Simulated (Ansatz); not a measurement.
## Electronic structure of F2H2S2Si (SMILES F[Si](F)(S)S) in real space

```json
{"atom": "F", "x (Å)": "0.8555", "y (Å)": "-1.5094", "z (Å)": "1.0717"}
{"atom": "F", "x (Å)": "-0.8840", "y (Å)": "-1.2558", "z (Å)": "-0.7869"}
{"atom": "S", "x (Å)": "-0.8595", "y (Å)": "1.0985", "z (Å)": "1.1001"}
{"atom": "S", "x (Å)": "1.7773", "y (Å)": "0.3652", "z (Å)": "-1.0485"}
{"atom": "Si", "x (Å)": "0.1893", "y (Å)": "-0.4272", "z (Å)": "0.0857"}
{"atom": "H", "x (Å)": "-1.9996", "y (Å)": "0.3734", "z (Å)": "1.1684"}
{"atom": "H", "x (Å)": "0.9823", "y (Å)": "1.2873", "z (Å)": "-1.6361"}
```

Geometry: PBE0-D4/def2-SVP.

All numbers below come from Ansatz, isolated molecule in a Gaussian basis; Kohn-Sham density functional theory, functional PBE0.

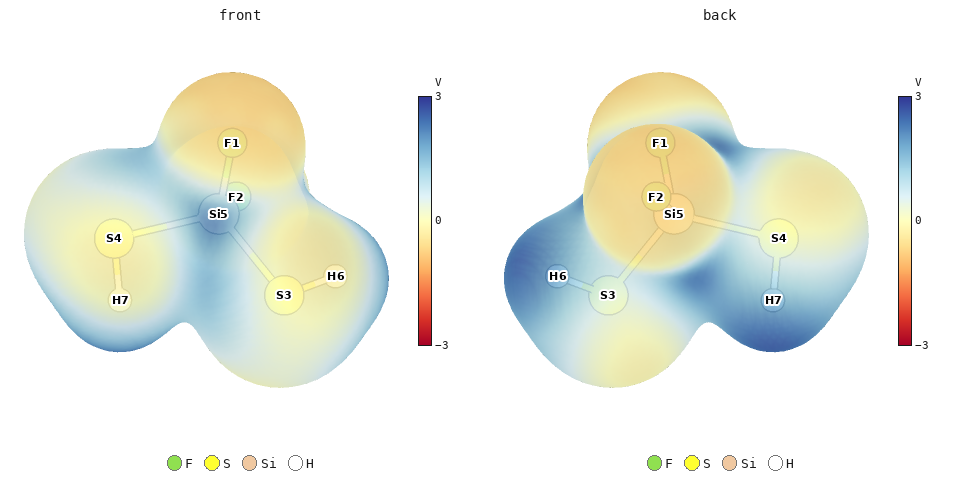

Figure 1. The electrostatic potential painted on the density surface at 0.004 e/bohr³, seen from the front and from behind; the colour scale runs from red (negative) to blue (positive).

Describe the electrostatic potential map.

Answer. The most negative region (about −0.7 V) lies over F1 and F2, the most positive (about +2.5 V) over Si5, H6 and H7.

How polar is the molecule by this calculation?

Answer. Its dipole moment is 1.71 D.

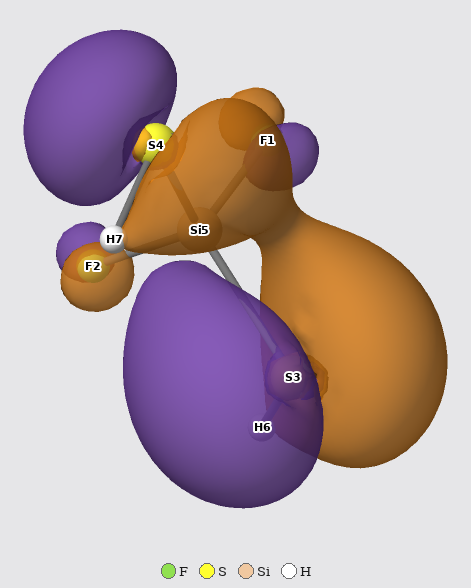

Figure 2. One frontier orbital at ±0.08 Å⁻³ᐟ² (orange and purple are the two phases), seen at an oblique angle.

Which orbital is it: HOMO or LUMO?

Answer. The HOMO, at −8.35 eV. By Hirshfeld shares it lies mainly on S3 (about 65 %) and S4 (about 20 %).
